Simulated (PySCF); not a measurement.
# ErH4O2 (+3): ligand-field states

Aim: compute the ligand-field states of ErH4O2 (+3).

Computed with PySCF 2.14.0 and routines of our own; the level stands in each step. Atoms count from 0.

### Step 1. The system as given

7 atoms, charge 3, states of the metal's open shell are computed; geometry from: model geometry, bond lengths from ionic radii.

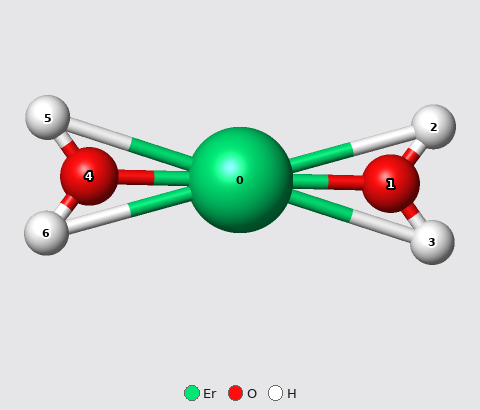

The starting geometry (erbium green, oxygen red, hydrogen white); sticks join atoms by distance alone.

### Step 2. Ligand-field states: state-averaged CASSCF

Job settings and geometry (Å):

```
{"job": {"kind": "lf", "basis": {"metal": "x2c-TZVPall", "ligand": "x2c-SVPall"}, "nevpt": false}, "charge": 3, "metal": "Er", "open_shell": "f11"}
Er     0.000000     0.000000     0.000000
O      0.000000     0.000000     2.050000
H      0.775000     0.000000     2.625000
H     -0.775000     0.000000     2.625000
O      0.000000     0.000000    -2.050000
H      0.775000     0.000000    -2.625000
H     -0.775000     0.000000    -2.625000
```

Method: state-averaged CASSCF of the metal f shell, state-interaction spin-orbit coupling.

Run with:

```
$ OMP_NUM_THREADS=1 python lf_run.py task.json out
```

One launch serves the whole session: the jobs run in the order shown.

What it wrote:

```text
basis functions 152, electrons 85, active (11e, 7o)
stage 1: DIIS on the effective Fock matrix, level shift 0.30
cycle   1  E = -13231.8909679198  dE = -1.323e+04  max|g| = 3.116e+00
cycle   2  E = -13232.3802390145  dE = -4.893e-01  max|g| = 1.822e+00
cycle   3  E = -13232.5198751700  dE = -1.396e-01  max|g| = 1.661e+00
cycle   4  E = -13233.0002979984  dE = -4.804e-01  max|g| = 3.390e-01
cycle   5  E = -13233.1454636915  dE = -1.452e-01  max|g| = 1.829e-01
cycle   6  E = -13232.9293742971  dE =  2.161e-01  max|g| = 2.487e-01
cycle   7  E = -13232.8837825203  dE =  4.559e-02  max|g| = 3.109e-01
cycle   8  E = -13232.9227225051  dE = -3.894e-02  max|g| = 3.387e-01
cycle   9  E = -13232.9490249116  dE = -2.630e-02  max|g| = 3.402e-01
cycle  10  E = -13232.8913641868  dE =  5.766e-02  max|g| = 3.687e-01
cycle  11  E = -13233.1455216175  dE = -2.542e-01  max|g| = 1.883e-01
cycle  12  E = -13233.1536293951  dE = -8.108e-03  max|g| = 1.641e-01
cycle  13  E = -13233.0713084845  dE =  8.232e-02  max|g| = 2.577e-01
cycle  14  E = -13232.8481889443  dE =  2.231e-01  max|g| = 3.547e-01
cycle  15  E = -13232.5939803503  dE =  2.542e-01  max|g| = 5.595e-01
stage 2: quasi-Newton rotations from the point of smallest gradient
cycle  17  E = -13233.1871867777  dE = -3.356e-02  max|g| = 3.696e-02
cycle  18  E = -13233.1873475241  dE = -1.607e-04  max|g| = 6.010e-02
cycle  19  E = -13233.1887870049  dE = -1.439e-03  max|g| = 5.665e-03
cycle  20  E = -13233.1888024045  dE = -1.540e-05  max|g| = 2.577e-03
cycle  21  E = -13233.1888059800  dE = -3.576e-06  max|g| = 3.757e-04
cycle  22  E = -13233.1888061012  dE = -1.212e-07  max|g| = 1.007e-04
cycle  23  E = -13233.1888061100  dE = -8.758e-09  max|g| = 2.319e-05
cycle  24  E = -13233.1888061107  dE = -6.894e-10  max|g| = 1.246e-05
cycle  25  E = -13233.1888061107  dE = -4.002e-11  max|g| = 1.947e-06
converged average energy = -13233.1888061107

 mult deg   label        CASSCF/cm-1   NEVPT2/cm-1
   4   1   4Au                 0.0
   4   1   4B3u               77.1
   4   1   4B2u              249.5
   4   1   4B3u              277.4
   4   1   4B2u              277.4
   4   1   4B1u              439.8
   4   1   4Au               443.2
   4   1   4B1u              505.1
   4   1   4Au               516.2
   4   1   4B3u              671.2
   4   1   4B2u              671.2
   4   2   4I               1527.6
   4   1   4B2u            17948.1
   4   1   4B3u            17948.1
   2   2   2H              18140.7
   2   1   2B1u            18228.7
   2   1   2Au             18228.7
   4   1   4B1u            18372.9
   4   1   4Au             18374.2
   2   1   2B3u            18419.4
   2   1   2B2u            18427.8
   2   1   2B1u            18442.3
   2   1   2B3u            18446.5
   2   1   2Au             18456.8
   2   1   2B2u            18483.3
   2   1   2B1u            18492.3
   4   1   4Au             18657.0
   4   1   4B3u            18819.1
   4   1   4B2u            19087.7
   4   1   4B1u            19641.4
   2   2   2G              23672.4
   2   1   2B2u            24184.5
   2   1   2B3u            24186.1
   2   1   2Au             24464.7
   2   1   2B1u            24496.7
   2   1   2B2u            24618.9
   2   1   2Au             24732.8
   2   1   2B3u            24751.2
   2   1   2B2u            26535.9
   2   1   2B1u            26538.8
   2   1   2B3u            26734.0
   2   1   2Au             26748.5
   2   1   2B1u            26873.4
   2   1   2B2u            26945.1
   2   1   2B3u            26984.6
   2   1   2Au             27178.4
   2   1   2B1u            27183.7
   2   1   2B2u            27638.0
   2   1   2B3u            27638.1
   2   2   2K              28391.3
   4   1   4Au             28670.9
   4   1   4B1u            28870.6
   4   1   4Au             28870.6
   4   1   4B3u            28922.9
   4   1   4B2u            29119.3
   2   2   2K              29447.7
   4   1   4B3u            29573.5
   4   1   4B2u            29578.1
   4   1   4Au             29666.9
   4   1   4B1u            29669.7

spin-orbit levels / cm-1
      0.00  x2  4Au 0.43 4B3u 0.41 4B2u 0.07
    185.71  x2  4B2u 0.37 4Au 0.19 4B1u 0.13
    350.81  x2  4Au 0.21 4B2u 0.17 4B1u 0.15
    354.39  x2  4Au 0.24 4B1u 0.22 4B2u 0.17
    398.34  x2  4B3u 0.29 4B2u 0.29 4Au 0.07
    479.23  x2  4B2u 0.23 4B3u 0.23 4Au 0.14
    510.66  x2  4B3u 0.16 4B2u 0.16 4B2u 0.16
   1474.88  x2  4I 0.97
   6597.66  x2  4B3u 0.33 4Au 0.20 4B2u 0.17
   6703.98  x2  4Au 0.34 4Au 0.17 4B1u 0.15
   6785.50  x2  4B2u 0.30 4B3u 0.18 4B2u 0.17
   6848.34  x2  4Au 0.24 4B1u 0.22 4Au 0.20
   6896.97  x2  4B2u 0.22 4B3u 0.22 4B2u 0.18
   6991.54  x2  4B3u 0.23 4B2u 0.23 4I 0.17
   7703.63  x2  4I 0.83 4B3u 0.07 4B2u 0.07
  10662.87  x2  4B3u 0.24 4Au 0.19 4B1u 0.14
  10732.99  x2  4Au 0.21 4B2u 0.16 4B3u 0.16
  10797.94  x2  4Au 0.19 4B1u 0.19 4B2u 0.15
  10875.67  x2  4B3u 0.17 4B2u 0.17 4B3u 0.15
  10958.94  x2  4B2u 0.17 4B3u 0.17 4Au 0.15
  11476.75  x2  4I 0.70 2H 0.12 4B3u 0.07
  13392.43  x2  4Au 0.23 4B3u 0.22 4B2u 0.15
  13489.81  x2  4B3u 0.19 4B2u 0.19 4Au 0.11
  13651.11  x2  4Au 0.14 4B1u 0.13 4B2u 0.12
  13738.59  x2  4B2u 0.15 4B3u 0.15 4Au 0.13
  14167.84  x2  4I 0.58 2H 0.19 2G 0.06
  18658.30  x2  4B3u 0.32 4B2u 0.32 2G 0.21
  18951.58  x2  4B1u 0.21 4Au 0.21 4B3u 0.11
  19256.30  x2  4B1u 0.17 4Au 0.17 4B3u 0.14
  19586.34  x2  4B3u 0.25 4B1u 0.13 2B2u 0.12
```

It took 17 s on 1 thread of Arm Neoverse V1, shared host; peak memory 0.38 GiB.

Warnings kept with the result: spin Hamiltonian not valid, low-lying orbital states.

In short:

```csv
quantity,value
spin-orbit constant ζ,2393 cm⁻¹
```

Powder susceptibility:

```csv
T (K),χT (cm³ K/mol),μ(eff)
2,7.853,7.92
5,7.930,7.96
10,8.058,8.03
20,8.314,8.15
30,8.569,8.28
50,9.058,8.51
75,9.568,8.75
100,9.958,8.92
150,10.479,9.15
200,10.778,9.28
250,10.953,9.36
300,11.060,9.40
```

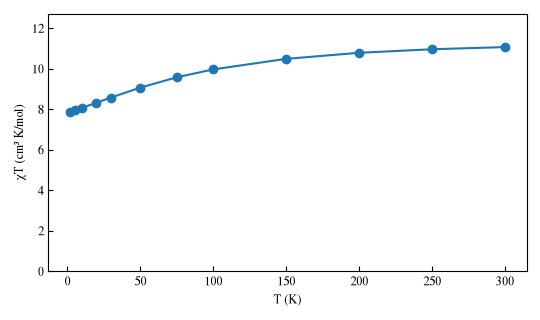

χT against temperature.

The fields below are evaluated on a grid from the run's orbitals.

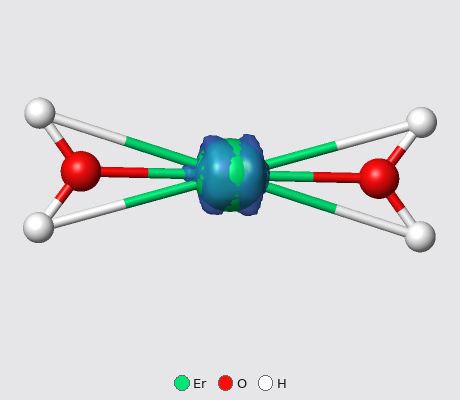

Spin density at ±0.8 e/Å³ (alpha excess blue, beta excess red).

In these pictures sticks join atoms by distance alone, so bonds to metals can be missing or extra.

### Step 3. Ligand-field states: state-averaged CASSCF (basis x2c-TZVPall)

Settings changed since step 2:

```diff
@@ -1,2 +1,2 @@
-{"job": {"kind": "lf", "basis": {"metal": "x2c-TZVPall", "ligand": "x2c-SVPall"}, "nevpt": false}, "charge": 3, "metal": "Er", "open_shell": "f11"}
+{"job": {"kind": "lf", "basis": "x2c-TZVPall", "nevpt": false}, "charge": 3, "metal": "Er", "open_shell": "f11"}
 Er     0.000000     0.000000     0.000000
```

Level: state-averaged CASSCF of the metal f shell, state-interaction spin-orbit coupling.

What it wrote:

```text
basis functions 190, electrons 85, active (11e, 7o)
stage 1: DIIS on the effective Fock matrix, level shift 0.30
cycle   1  E = -13232.0448558289  dE = -1.323e+04  max|g| = 3.133e+00
cycle   2  E = -13232.5413582143  dE = -4.965e-01  max|g| = 1.841e+00
cycle   3  E = -13232.6924282790  dE = -1.511e-01  max|g| = 1.677e+00
cycle   4  E = -13233.1722814923  dE = -4.799e-01  max|g| = 3.446e-01
cycle   5  E = -13233.3254103906  dE = -1.531e-01  max|g| = 1.871e-01
cycle   6  E = -13233.1089621289  dE =  2.164e-01  max|g| = 2.647e-01
cycle   7  E = -13233.0898435946  dE =  1.912e-02  max|g| = 3.056e-01
cycle   8  E = -13233.1441257588  dE = -5.428e-02  max|g| = 3.262e-01
cycle   9  E = -13233.1755480087  dE = -3.142e-02  max|g| = 3.183e-01
cycle  10  E = -13233.0947197271  dE =  8.083e-02  max|g| = 3.584e-01
cycle  11  E = -13233.2885302301  dE = -1.938e-01  max|g| = 2.185e-01
cycle  12  E = -13233.3317559453  dE = -4.323e-02  max|g| = 1.720e-01
cycle  13  E = -13233.3215227666  dE =  1.023e-02  max|g| = 2.043e-01
cycle  14  E = -13233.3208397753  dE =  6.830e-04  max|g| = 2.045e-01
cycle  15  E = -13233.2664267800  dE =  5.441e-02  max|g| = 2.260e-01
stage 2: quasi-Newton rotations from the point of smallest gradient
cycle  17  E = -13233.3696903075  dE = -3.793e-02  max|g| = 2.540e-02
cycle  18  E = -13233.3704698381  dE = -7.795e-04  max|g| = 3.324e-02
cycle  19  E = -13233.3709285477  dE = -4.587e-04  max|g| = 1.240e-02
cycle  20  E = -13233.3709669718  dE = -3.842e-05  max|g| = 2.096e-03
cycle  21  E = -13233.3709710105  dE = -4.039e-06  max|g| = 4.820e-04
cycle  22  E = -13233.3709711886  dE = -1.781e-07  max|g| = 1.313e-04
cycle  23  E = -13233.3709712065  dE = -1.789e-08  max|g| = 2.363e-05
cycle  24  E = -13233.3709712070  dE = -4.402e-10  max|g| = 6.583e-06
converged average energy = -13233.3709712070

 mult deg   label        CASSCF/cm-1   NEVPT2/cm-1
   4   1   4Au                 0.0
   4   1   4B3u               76.6
   4   1   4B2u              245.9
   4   1   4B3u              293.7
   4   1   4B2u              293.7
   4   1   4B1u              440.7
   4   1   4Au               444.6
   4   1   4B1u              500.8
   4   1   4Au               511.2
   4   1   4B3u              665.1
   4   1   4B2u              665.1
   4   2   4I               1546.2
   4   1   4B2u            17928.1
   4   1   4B3u            17928.1
   2   2   2H              18143.5
   2   1   2B1u            18229.3
   2   1   2Au             18229.3
   4   1   4B1u            18366.7
   4   1   4Au             18368.1
   2   1   2B3u            18423.5
   2   1   2B2u            18430.4
   2   1   2B1u            18446.6
   2   1   2B3u            18451.0
   2   1   2Au             18459.7
   2   1   2B2u            18489.5
   2   1   2B1u            18498.7
   4   1   4Au             18658.6
   4   1   4B3u            18836.6
   4   1   4B2u            19100.3
   4   1   4B1u            19659.8
   2   2   2G              23664.4
   2   1   2B2u            24183.7
   2   1   2B3u            24185.2
   2   1   2Au             24472.6
   2   1   2B1u            24503.1
   2   1   2B2u            24631.8
   2   1   2Au             24746.6
   2   1   2B3u            24762.7
   2   1   2B2u            26522.3
   2   1   2B1u            26525.0
   2   1   2B3u            26721.5
   2   1   2Au             26738.3
   2   1   2B1u            26859.8
   2   1   2B2u            26937.4
   2   1   2B3u            26974.1
   2   1   2Au             27176.9
   2   1   2B1u            27181.5
   2   1   2B2u            27647.1
   2   1   2B3u            27647.3
   2   2   2K              28417.8
   4   1   4Au             28674.5
   4   1   4B1u            28874.9
   4   1   4Au             28874.9
   4   1   4B3u            28928.1
   4   1   4B2u            29121.5
   2   2   2K              29495.7
   4   1   4B3u            29598.9
   4   1   4B2u            29602.9
   4   1   4Au             29678.0
   4   1   4B1u            29680.4

spin-orbit levels / cm-1
      0.00  x2  4Au 0.43 4B3u 0.40 4B2u 0.07
    183.13  x2  4B2u 0.37 4Au 0.19 4B1u 0.12
    347.12  x2  4Au 0.20 4B2u 0.17 4B1u 0.14
    363.54  x2  4Au 0.23 4B1u 0.20 4B2u 0.17
    410.66  x2  4B3u 0.27 4B2u 0.27 4Au 0.09
    475.87  x2  4B2u 0.23 4B3u 0.23 4Au 0.13
    517.71  x2  4B2u 0.19 4B3u 0.19 4B3u 0.15
   1496.58  x2  4I 0.97
   6596.60  x2  4B3u 0.33 4Au 0.20 4B2u 0.17
   6701.90  x2  4Au 0.34 4Au 0.17 4B1u 0.15
   6784.06  x2  4B2u 0.30 4B3u 0.18 4B2u 0.17
   6849.77  x2  4Au 0.24 4B1u 0.22 4Au 0.20
   6902.97  x2  4B2u 0.22 4B3u 0.22 4B2u 0.18
   7004.30  x2  4B3u 0.23 4B2u 0.23 4I 0.17
   7725.12  x2  4I 0.83 4B3u 0.07 4B2u 0.07
  10662.61  x2  4B3u 0.24 4Au 0.19 4B1u 0.13
  10732.29  x2  4Au 0.21 4B3u 0.16 4B2u 0.16
  10798.32  x2  4Au 0.19 4B1u 0.19 4B2u 0.15
  10880.26  x2  4B3u 0.17 4B2u 0.17 4B3u 0.15
  10968.75  x2  4B2u 0.17 4B3u 0.17 4Au 0.14
  11495.29  x2  4I 0.70 2H 0.12 4B3u 0.07
  13394.88  x2  4Au 0.23 4B3u 0.22 4B2u 0.15
  13498.36  x2  4B3u 0.19 4B2u 0.19 4Au 0.11
  13649.93  x2  4Au 0.14 4B2u 0.12 4B1u 0.12
  13739.21  x2  4B2u 0.15 4B3u 0.15 4Au 0.13
  14181.06  x2  4I 0.58 2H 0.19 2G 0.06
  18644.52  x2  4B3u 0.32 4B2u 0.32 2G 0.21
  18944.07  x2  4B1u 0.21 4Au 0.21 4B3u 0.11
  19258.70  x2  4B1u 0.17 4Au 0.17 4B3u 0.14
  19598.17  x2  4B3u 0.25 4B1u 0.13 2B2u 0.11
```

Wall time 18 s (1 thread of Arm Neoverse V1, shared host); peak memory 0.51 GiB.

Warnings kept with the result: spin Hamiltonian not valid, low-lying orbital states.

In short:

```csv
quantity,value
spin-orbit constant ζ,2393 cm⁻¹
```

Powder susceptibility:

```csv
T (K),χT (cm³ K/mol),μ(eff)
2,7.842,7.92
20,8.311,8.15
100,9.971,8.93
300,11.066,9.41
```

### Step 4. Ligand field across the series

From the CASSCF states (cm⁻¹; the spread is that of the fitted one-electron ligand-field levels):

```csv
step,setting,ground state,next state,orbital spread,ζ,"μ(eff), 300 K"
2,as given,4Au,4B3u at 77,3164,2393,9.40
3,basis x2c-TZVPall,4Au,4B3u at 77,3221,2393,9.41
```

### Step 5. Summary of results

| quantity | value |
| --- | --- |
| spin-orbit constant ζ (step 2, state-averaged CASSCF) | 2393 cm⁻¹ |
| ground multiplicity, μ(eff) at 300 K (step 2, 2 donors at 2.05 Å) | 4, 9.40 μB |
| ground multiplicity, μ(eff) at 300 K (step 3, 2 donors at 2.05 Å) | 4, 9.41 μB |

**Reading.** In step 2, χT goes from 7.85 at 2 K to 11.06 cm³ K/mol at 300 K, as higher levels fill or mix in.
